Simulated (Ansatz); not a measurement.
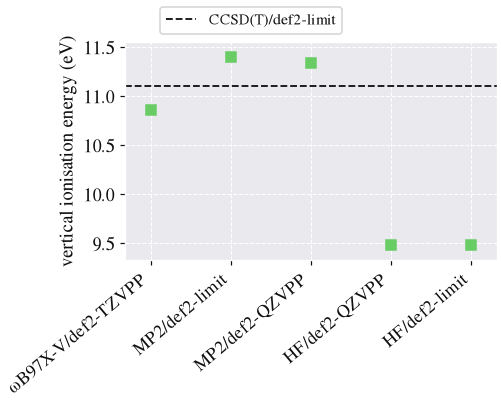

Vertical ionisation energy of C₂H₂ClGa, SMILES C#[C][GaH][Cl], singlet, taken as the energy of the cation less that of the neutral at fixed geometry (unrestricted doublet cation, cores frozen in correlated methods, no spin-orbit coupling), the Ansatz code 0.2.0, at a PBE0-D4/def2-TZVP geometry (a minimum by its frequencies). Limit means an estimate of the basis limit from triple and quadruple zeta; for coupled cluster it is either extrapolated directly or built as the MP2 limit plus the step from MP2 in triple zeta. The distance of MP2/def2-QZVPP to the limit includes basis error.

> What range do the values span, the line included?

From 9.48 eV (HF/def2-limit) to 11.40 eV (MP2/def2-limit).

> Give the values.

```csv
level,eV,less CCSD(T)/def2-limit
ωB97X-V/def2-TZVPP,10.86,−0.25
MP2/def2-limit,11.40,0.29
MP2/def2-QZVPP,11.34,0.23
HF/def2-QZVPP,9.49,−1.62
HF/def2-limit,9.48,−1.63
CCSD(T)/def2-limit,11.11,0.00
```

Caveats, for all or some of the runs: no scalar relativity up to krypton; outer-core shells are correlated without core-valence functions, which makes the correlated values less sure.
